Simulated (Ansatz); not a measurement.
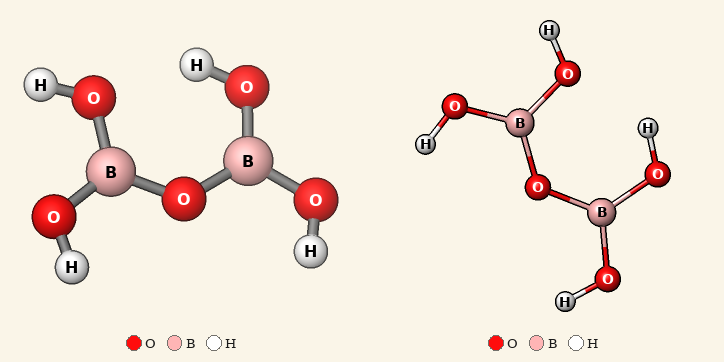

Two views of one molecule.

The geometry was computed by an optimisation with PBE0-D4/def2-TZVP.

> Give the formula.

B2H4O5, 11 atoms: 2 boron, 4 hydrogen and 5 oxygen.

> How many bonds of each kind are drawn?

6 B–O, 4 O–H.

The parts below concern this one geometry. Atoms keep their numbers from picture to picture.

**Geometry**

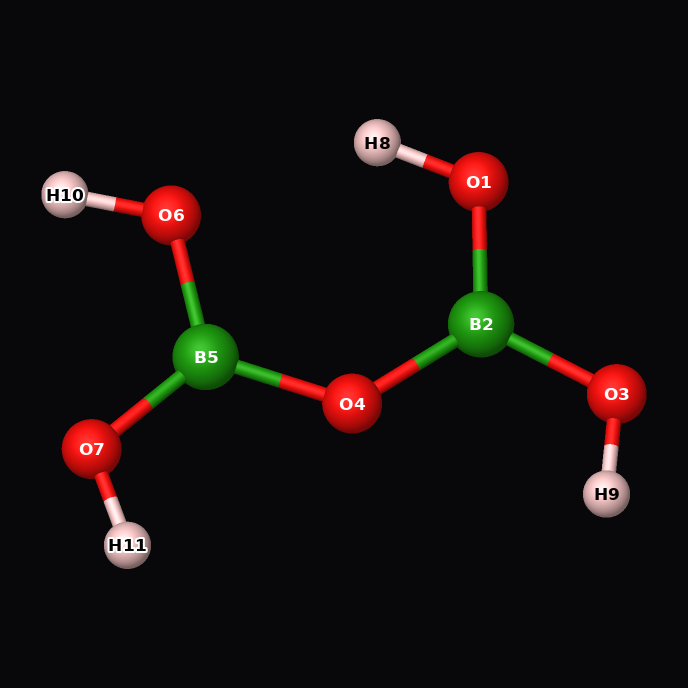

Atoms carry their numbers in the input.

> Describe the coordination of atom 2.

B2 has 3 neighbours (O1 at 1.35, O3 at 1.36, O4 at 1.39 Å); the arrangement is trigonal planar.

> Describe the coordination of atom 1.

O1 has 2 neighbours (B2 at 1.35, H8 at 0.96 Å); the arrangement is bent.

> What is the geometry at B5?

B5 has 3 neighbours (O4 at 1.36, O6 at 1.37, O7 at 1.36 Å); the arrangement is trigonal planar.

> How are the neighbours of atom 7 arranged?

O7 has 2 neighbours (B5 at 1.36, H11 at 0.96 Å); the arrangement is bent.

> What is the dihedral angle B2–O4–B5–O7?

180° in size, that is anti.

**Vibrations**

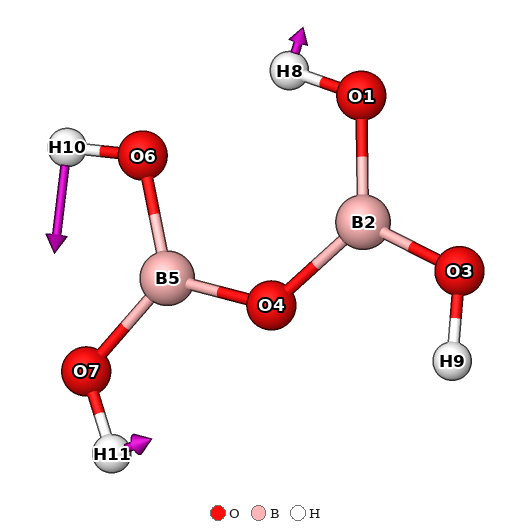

The arrows show one normal mode. Harmonic vibrations computed with RKS PBE0-D4/def2-TZVP (Ansatz 0.2.0) at a stationary point of the same level.

> What kind of motion is it?

Mostly B–O–H bending.

> Estimate its harmonic wavenumber.

1016 cm⁻¹; it is mode 17 of 27 counted from the lowest.

**Levels of theory compared**

Program: Ansatz 0.2.0.

Tabulate dipole (D), HOMO energy (eV) at these levels: B3LYP-D4/def2-TZVPP; PBE-D4/def2-TZVPP; r2SCAN-D4/def2-TZVPP; ωB97M-V/def2-TZVPP.

```
               level  dipole (D)  HOMO energy (eV)
 B3LYP-D4/def2-TZVPP        3.55             −8.82
   PBE-D4/def2-TZVPP        3.44             −7.37
r2SCAN-D4/def2-TZVPP        3.51             −7.77
  ωB97M-V/def2-TZVPP        3.56            −11.58
```

**Charges**

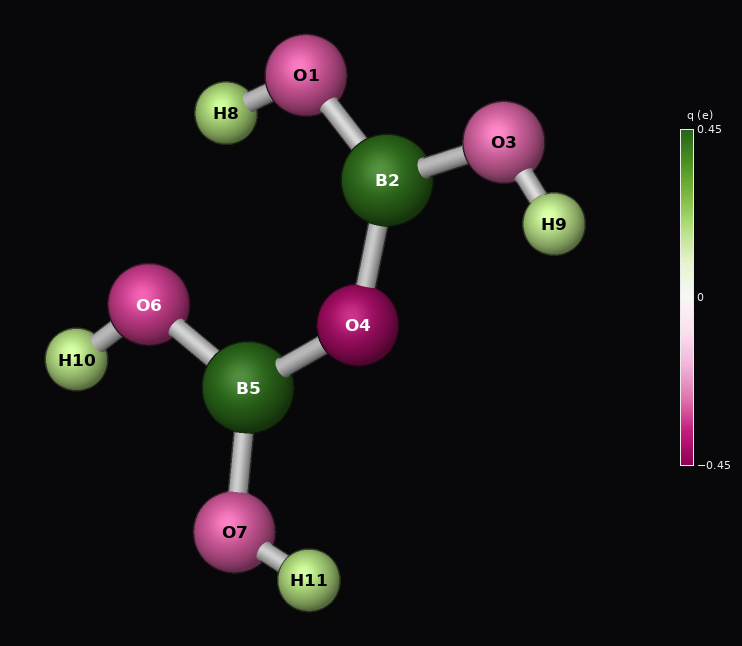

Atoms are coloured by their Mulliken charges. Method: RKS ωB97M-V/def2-TZVPP (Ansatz 0.2.0).

> Which atom carries the highest charge (most positive or least negative)?

B5 (0.44 e).

> And the lowest?

O4 (−0.41 e).

List the Mulliken charges.

```tsv
atom	value (e)
O1	−0.30
B2	0.43
O3	−0.29
O4	−0.41
B5	0.44
O6	−0.33
O7	−0.30
H8	0.20
H9	0.18
H10	0.19
H11	0.19
```

Mulliken values depend strongly on the basis set and can even reverse the polarity of a bond.
